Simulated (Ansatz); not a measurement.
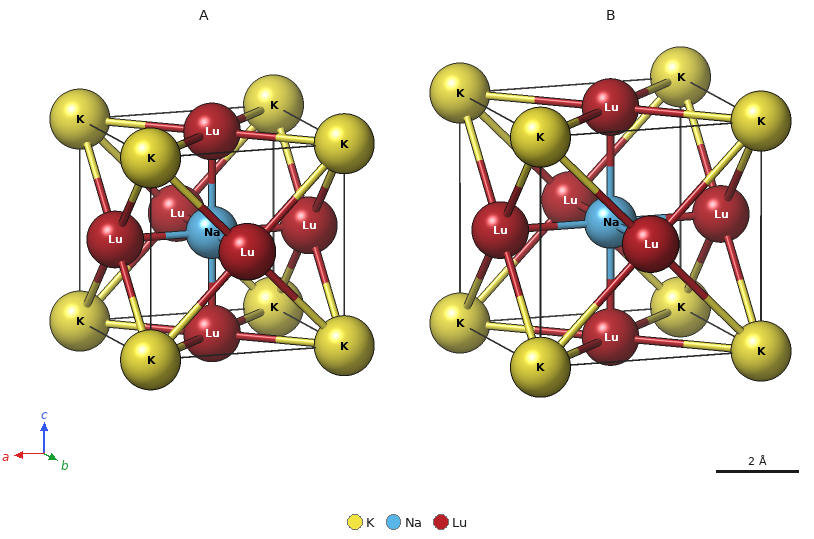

Two geometries of solid KNaLu3 (a generated structure, set up in Pm-3m) (coarse preliminary run), drawn at one scale. One is the start of a relaxation, the other its converged end. Style: ball-and-stick. Shown: the cell of the calculation, from a free direction.

The calculation used Ansatz, DFT PBE, scalar-relativistic, plane waves, PAW. Settings: plane-wave cutoff 420 eV; k-point mesh 4 × 4 × 4; occupations gaussian; smearing width 0.1 eV; no spin polarisation; cell and atoms relaxed; force threshold 0.04 eV/Å; at most 70 steps.

Q: Which geometry has the lower energy?

A: Structure B is the relaxed one. Over 4 accepted moves (5 points after the start) the energy falls by 450 meV per atom. All forces vanish by symmetry, so only the cell relaxes. Pressure: 14.72 GPa at the start and 0.24 GPa at the end. The SCF was repeated once at an unchanged geometry on a basis and grid sized afresh for the cell, which shifted the energy by 7.3 meV per atom at most. The atoms keep their places relative to the cell (all moves are under 0.005 Å). The drawn cell changes as follows: a = b = c 5.054 → 5.757 Å (+13.9 %); the volume changes by +47.8 %. Some distances before and after: K–Lu 3.574 → 4.071 Å, Lu–Lu 3.574 → 4.071 Å, Lu–Na 2.527 → 2.878 Å. The space group stays Pm-3m (No. 221).
